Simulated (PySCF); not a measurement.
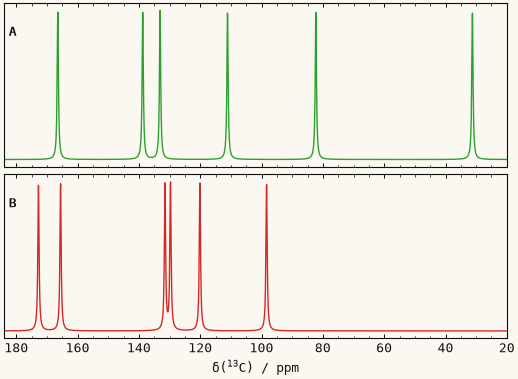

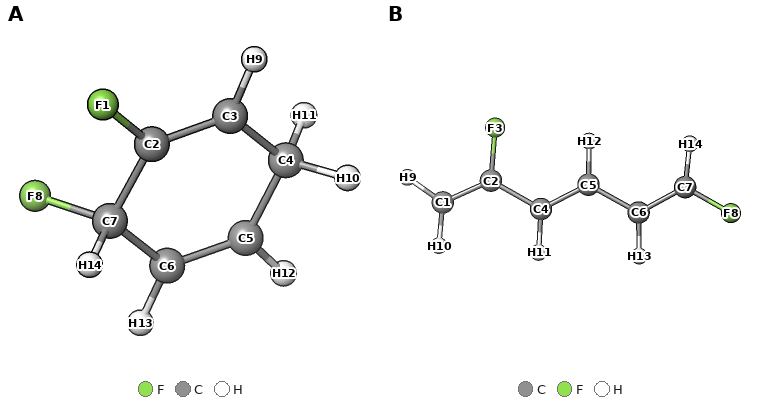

Related molecules: A is C₆H₆F₂, SMILES FC1=CCC=C[C@@H]1F; B is C₆H₆F₂, SMILES C=C(F)/C=C/C=C/F. GIAO ¹³C shifts against TMS, B3LYP/pcSseg-1, PySCF, at a PBE0-D3(BJ)/def2-SVP geometry (no frequency check); fully decoupled, line heights follow the number of nuclei within a panel, widths are arbitrary (no quadrupolar broadening); values of one conformer, averaged over methyl-type rotors and exact or near symmetry; other conformers aren't averaged in.

> Assign the ¹³C signals of each molecule.

A: 166.5 (C2); 138.8 (C5); 133.1 (C6); 111.1 (C3); 82.3 (C7); 31.2 (C4)
B: 172.8 (C2); 165.6 (C7); 131.5 (C5); 129.7 (C4); 120.1 (C6); 98.4 (C1)

The order of signals that lie close, as those under 2 ppm apart, is within the error of the method.
